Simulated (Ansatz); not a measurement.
**MP2/STO-3G run of BHCl2 (SMILES [H]B(Cl)Cl)**

Aim: the energy change on altering one bond length of BHCl2 at MP2/STO-3G, from 2 runs. 

The calculation is run with Ansatz 0.2.0.

54 further runs of the same task are left out: 4 that didn't finish, 50 set aside as unsound or not needed.

**1. The system as given**

BHCl2 has 4 atoms, charge 0, and is taken as a singlet. SMILES: `[H]B(Cl)Cl`. The coordinates come from a GFN2-xTB relaxation.

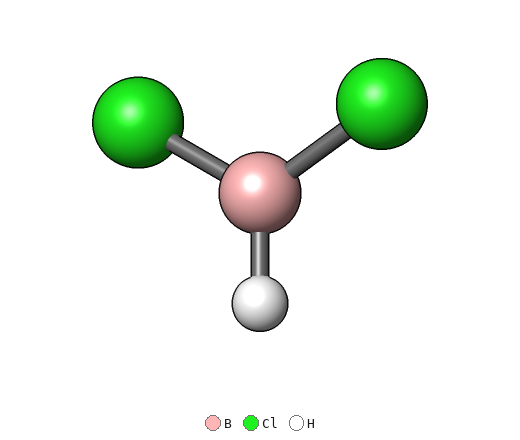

The structure, seen from a chosen angle (boron pink, chlorine green, hydrogen white).

**2. A single-point energy at MP2/STO-3G**

File job.yaml:

```yaml
crystal:
  periodic: [false, false, false]
  atoms:
    - {symbol: B, position_ang: [-0.067270, -0.112350, 0.001160]}
    - {symbol: Cl, position_ang: [1.633390, -0.145760, 0.012580]}
    - {symbol: Cl, position_ang: [-0.893540, 1.375320, -0.017490]}
    - {symbol: H, position_ang: [-0.672580, -1.117210, 0.003750]}
basis:
  gaussian:
    orbitals: STO-3G
total_charge: 0
correlation:
  method: mp2
  frozen_orbitals: {B: 1, Cl: 5, H: 0}
accuracy: high
```

Command:

```bash
$ ansatz run job.yaml --threads 1 --pin off --max-ram 2610MiB --events-out events.jsonl --progress --plain --runs-dir runs
```

Log:

```text
Warning: RAYON_NUM_THREADS=1 ignored (pool sized by the plan → 1); use --threads N
Functional definition: HF
  name "HF"
  exchange = exact_x
  correlation = 0
426 factors; integrals over basis functions are off by at most 1.3e-8 eV
mean field evaluation 1: about -25417.9824 eV, gradient 2.3e1 eV
mean field evaluation 2: about -25418.0284 eV, gradient 2.3e1 eV
mean field evaluation 4: about -25420.2726 eV, gradient 1.1e0 eV
mean field evaluation 8: about -25420.2775 eV, gradient 5.7e-6 eV
mean field -25420.27752810 eV, -934.1779686746 hartree, gradient 2.7e-8 eV, S^2 0.000000; 0 other end points of the search recorded, 0 dependent functions left out
11 core orbitals not correlated: weight in the atoms' cores, before any rotation towards them, 1.000 or more for the frozen orbitals, at most 0.000 for the correlated occupied ones
reference -25420.27752810 eV, -934.1779686746 hartree; 9, 9 occupied and 4, 4 virtual orbitals, 426 factors
second order -1.43363611 eV of doubles, -0.00000000 eV of singles
Total energy: -25421.71116421 eV, -934.2306538299 hartree
```

It took 0.24 s on 1 thread of Arm Neoverse N1, shared host.

**3. The distorted shape at the same level**

File input.yaml:

```yaml
crystal:
  periodic: [false, false, false]
  atoms:
    - {symbol: B, position_ang: [-0.492452, -0.103997, -0.001695]}
    - {symbol: Cl, position_ang: [1.633390, -0.145760, 0.012580]}
    - {symbol: Cl, position_ang: [-1.318722, 1.383673, -0.020345]}
    - {symbol: H, position_ang: [-1.097762, -1.108857, 0.000895]}
basis:
  gaussian:
    orbitals: STO-3G
correlation:
  method: mp2
  frozen_orbitals: {B: 1, Cl: 5, H: 0}
accuracy: high
```

Command:

```bash
$ ansatz run input.yaml --threads 1 --pin off --max-ram 2610MiB --events-out events.jsonl --progress --plain --runs-dir runs
```

Log:

```text
Warning: RAYON_NUM_THREADS=1 ignored (pool sized by the plan → 1); use --threads N
[... 4 set-up lines as earlier in the session ...]
420 factors; integrals over basis functions are off by at most 1.8e-8 eV
mean field evaluation 1: about -25415.7598 eV, gradient 2.4e1 eV
mean field evaluation 2: about -25415.7924 eV, gradient 2.4e1 eV
mean field evaluation 4: about -25419.1078 eV, gradient 1.6e0 eV
mean field evaluation 8: about -25419.1244 eV, gradient 2.0e-3 eV
mean field -25419.12439566 eV, -934.1355918392 hartree, gradient 1.3e-8 eV, S^2 0.000000; 0 other end points of the search recorded, 0 dependent functions left out
11 core orbitals not correlated: weight in the atoms' cores, before any rotation towards them, 1.000 or more for the frozen orbitals, at most 0.000 for the correlated occupied ones
reference -25419.12439566 eV, -934.1355918392 hartree; 9, 9 occupied and 4, 4 virtual orbitals, 420 factors
second order -1.56031469 eV of doubles, -0.00000000 eV of singles
Total energy: -25420.68471035 eV, -934.1929323465 hartree
```

Wall time 0.24 s (1 thread of Arm Neoverse N1, shared host).

**4. What came out**

At MP2/STO-3G, 11 core orbitals frozen:

| quantity | value |
| --- | --- |
| first shape: total energy | -934.23065 Eh |
| first shape: correlation energy (11 core orbitals frozen) | -52.7 mEh |
| distorted shape: total energy | -934.19293 Eh |
| distorted shape: correlation energy (11 core orbitals frozen) | -57.3 mEh |
| energy change with the B1–Cl2 bond stretched from 1.701 to 2.126 Å | 1.026 eV |

What this shows: With the B1–Cl2 bond stretched from 1.701 to 2.126 Å the energy rises by 1.03 eV (99 kJ/mol). The first shape isn't relaxed at this level, so the change isn't measured from a minimum. The minimal basis adds a large error of its own.
